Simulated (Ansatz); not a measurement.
## Electronic structure of F3H2PZr···H2O in real space

```json
{"atom": "Zr", "x (Å)": "0.3694", "y (Å)": "-0.4030", "z (Å)": "-0.5156"}
{"atom": "O", "x (Å)": "-0.7126", "y (Å)": "-0.8341", "z (Å)": "2.5226"}
{"atom": "H", "x (Å)": "-1.0712", "y (Å)": "-0.0839", "z (Å)": "2.9976"}
{"atom": "F", "x (Å)": "1.3327", "y (Å)": "-0.3165", "z (Å)": "-2.1381"}
{"atom": "F", "x (Å)": "0.2935", "y (Å)": "1.3616", "z (Å)": "0.1833"}
{"atom": "F", "x (Å)": "-1.2998", "y (Å)": "-1.2254", "z (Å)": "-0.8667"}
{"atom": "P", "x (Å)": "1.8234", "y (Å)": "-1.8442", "z (Å)": "1.0614"}
{"atom": "H", "x (Å)": "0.9949", "y (Å)": "-2.9825", "z (Å)": "0.8844"}
{"atom": "H", "x (Å)": "2.8150", "y (Å)": "-2.2411", "z (Å)": "0.1321"}
{"atom": "H", "x (Å)": "0.1698", "y (Å)": "-0.9949", "z (Å)": "2.9132"}
```

Core potentials replace the inner electrons of Zr; not at a stationary point (largest force 1.0 eV/Å).

Computed with Ansatz, RKS BHLYP/def2-SVP.

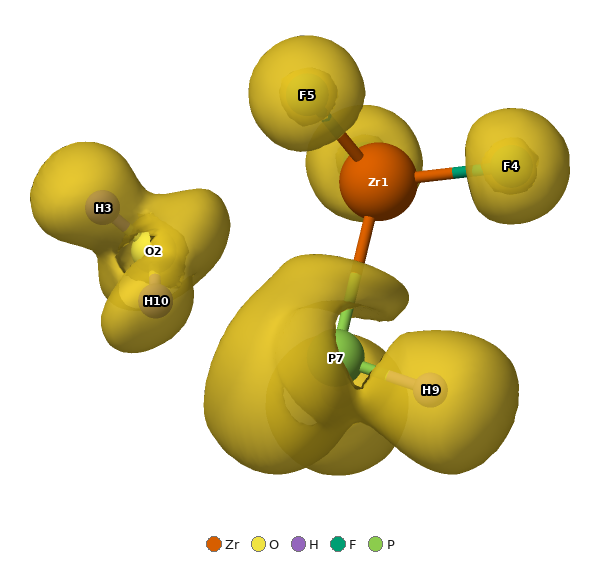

Figure 1. Isosurface of the ELF at 0.75 (yellow), seen across its widest extent. Only the valence region is drawn (cores and ρ < 0.01 e/Å³ removed).

> Identify the bonds, lone pairs and shells in this picture.

The ELF exceeds this value in three regions wrapped around F (the valence shell of each), one joined region spread over several atoms (H, O), in which their bonds and any lone pairs are merged and one joined region spread over several atoms (H, P), in which their bonds and any lone pairs are merged.


Zr1···O2 (3.25 Å): the ELF dips to about 0 between them. Zr–F (1.89 Å): the ELF peaks at about 0.85 in the valence shell of F, 0.5 Å from its nucleus, and drops to about 0.25 between the two atoms.

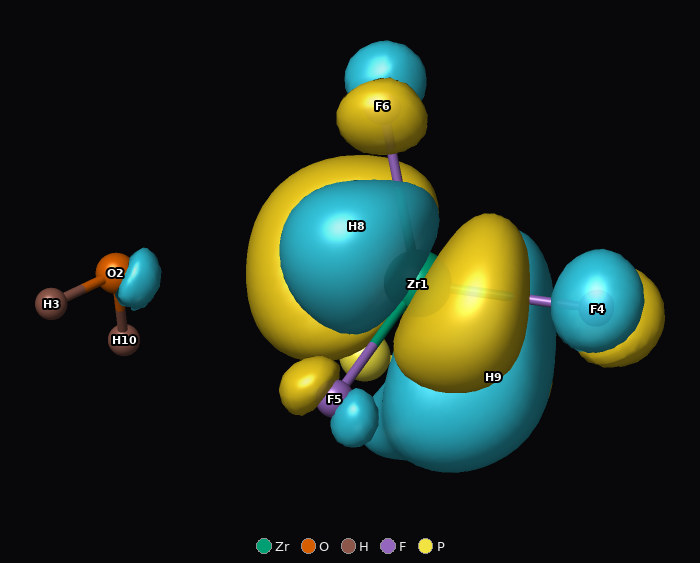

Figure 2. One frontier orbital at ±0.1 Å⁻³ᐟ² (yellow and cyan are the two phases), seen from one side.

> Which orbital is it: HOMO or LUMO?

The LUMO, at −0.62 eV. Its weight (Hirshfeld) is mainly on Zr1 (about 70 %) and F4 (about 5 %).

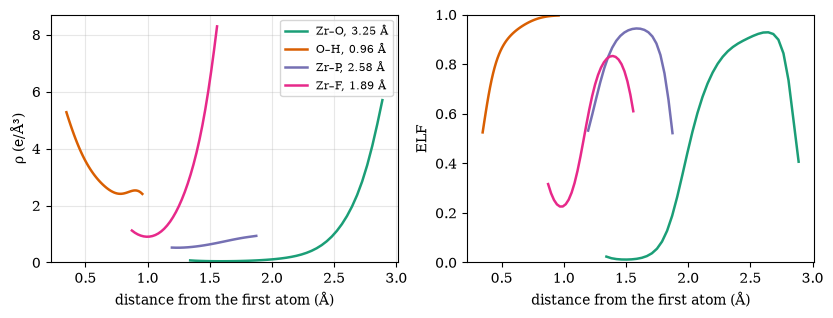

Figure 3. Electron density and ELF along straight lines between neighbouring atoms. The curves leave out the atomic cores.

> Compare the contacts.

Zr1···O2 (3.25 Å): the density falls to about 0.04 e/Å³ on the way; the ELF dips to about 0 between them.
O–H (0.96 Å): the density is about 3.7 e/Å³ at the midpoint; the ELF climbs to about 1 towards the hydrogen, as it does in any bond to H: an ordinary covalent bond to hydrogen.
Zr–P (2.58 Å): the density is about 0.53 e/Å³ at the midpoint; the ELF peaks at about 0.95 in the valence shell of P, 1.0 Å from its nucleus, and is about 0.75 at the midpoint.
Zr–F (1.89 Å): ρ is about 0.94 e/Å³ halfway; the ELF peaks at about 0.85 in the valence shell of F, 0.5 Å from its nucleus, and drops to about 0.25 between the two atoms.
